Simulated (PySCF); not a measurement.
Consider C3H4ClO (charge −1).

```xyz
9

C    -1.1499    0.0460    0.0138
C     0.2075   -0.5753    0.0896
C     1.4117   -0.0173   -0.0294
O     2.5744   -0.3604    0.0026
Cl    1.2548    1.9440   -0.3519
H    -1.0649    1.1128   -0.1691
H    -1.7078   -0.1005    0.9471
H    -1.7448   -0.3966   -0.7948
H     0.2325   -1.6467    0.2670
```

Geometry: GFN2-xTB.

Method: B3LYP/def2-SVPD, SCF density, gas phase (PySCF 2.14.0).

Question: Predict the electron density and electron localisation function between the atoms.

Answer: C–O (1.21 Å): the density is about 3.3 e/Å³ at the midpoint; the ELF peaks at about 0.85 between the atoms: a short, multiple covalent bond.
C–C (1.33 Å): the density is about 2.3 e/Å³ at the midpoint; the ELF peaks at about 0.90 between the atoms; a multiple bond.
C–Cl (1.99 Å): the density is about 0.83 e/Å³ at the midpoint, with its minimum of 0.74 e/Å³ about 0.8 Å from C; the ELF peaks at about 0.85 between the atoms, as expected for a shared electron pair.
C–H (1.09 Å): ρ is about 2 e/Å³ halfway; the ELF climbs to about 1 towards the hydrogen, as it does in any bond to H: an ordinary covalent bond to hydrogen.

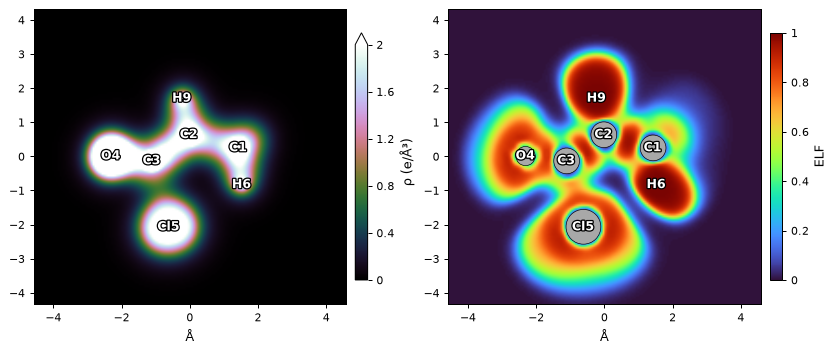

Computed electron density and electron localisation function on the plane of atoms O4, C3 and Cl5, in this order. Grey discs cover the atomic cores in the ELF map. 
